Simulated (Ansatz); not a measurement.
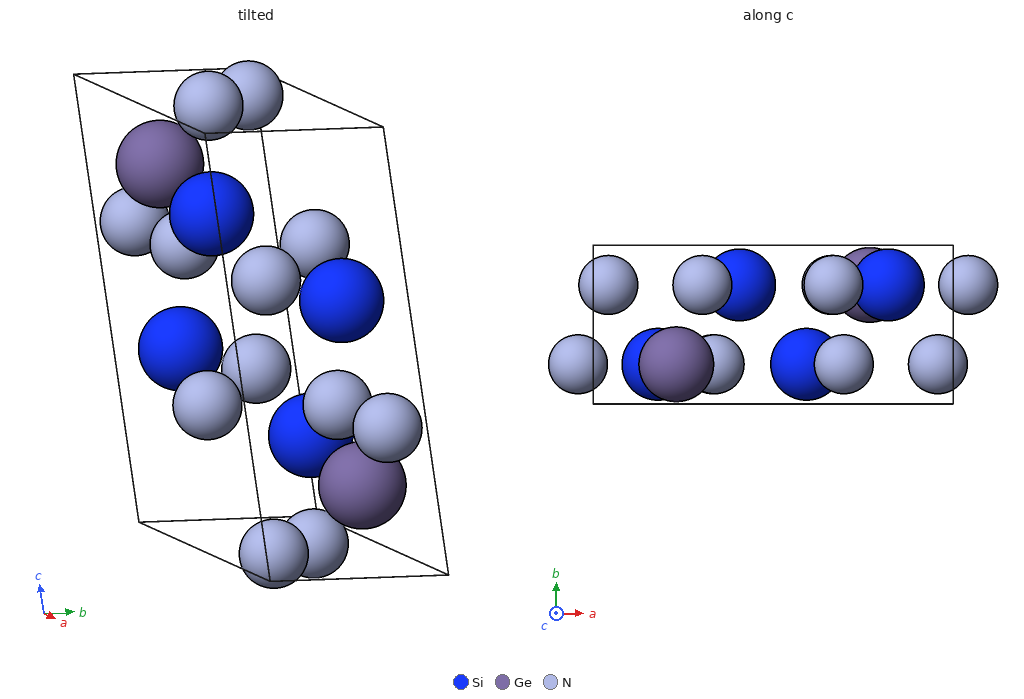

We look at a spheres-only model of the crystal slightly off an axis and along the c axis. The conventional unit cell is drawn as a box.

Si₂GeN₄, space group P2_1/m (No. 11), a = 7.727 Å, b = 2.960 Å, c = 7.759 Å, α = 90.00°, β = 119.70°, γ = 90.00°. The structure was taken from a structure type filled with these elements by a generator (whether the compound takes this form wasn't checked). Earlier steps of the study may have refined or changed the cell and positions. It was the input of a calculation with Ansatz.

This one geometry was computed with Ansatz (DFT, plane waves, PAW) at five levels of theory: r2SCAN, PBE0, PBE with spin-orbit coupling, HSE06 and PBE. It was relaxed beforehand with r2SCAN.

### Which level gives the highest pressure at this volume, and what does that say about its equilibrium volume?

Highest: PBE with spin-orbit coupling (5.9 GPa) and PBE (6.0 GPa), which points to the largest equilibrium volume. Lowest, with the smallest volume: PBE0 (-0.8 GPa) and HSE06 (-0.6 GPa). Levels within 0.5 GPa of each other can't be told apart.

### How does the band gap change with the level of theory?

PBE with spin-orbit coupling: a gap of 3.75 eV, indirect; PBE: a gap of 3.75 eV, indirect; r2SCAN: a gap of 4.28 eV, indirect; HSE06: a gap of 5.28 eV, indirect; PBE0: a gap of 6.03 eV, indirect.

### Collect the results in a table.

| level | cutoff (eV) | k-mesh of the run's cell | gap (eV) | pressure (GPa) |
| --- | --- | --- | --- | --- |
| r2SCAN | 500 | 4×8×4 | 4.28 | 0.0 |
| PBE0 | 420 | 2×6×2 | 6.03 | -0.8 |
| PBE with spin-orbit coupling | 420 | 4×8×4 | 3.75 | 5.9 |
| HSE06 | 420 | 2×6×2 | 5.28 | -0.6 |
| PBE | 420 | 4×8×4 | 3.75 | 6.0 |

Gaps are taken on the k-mesh or band path of each run.
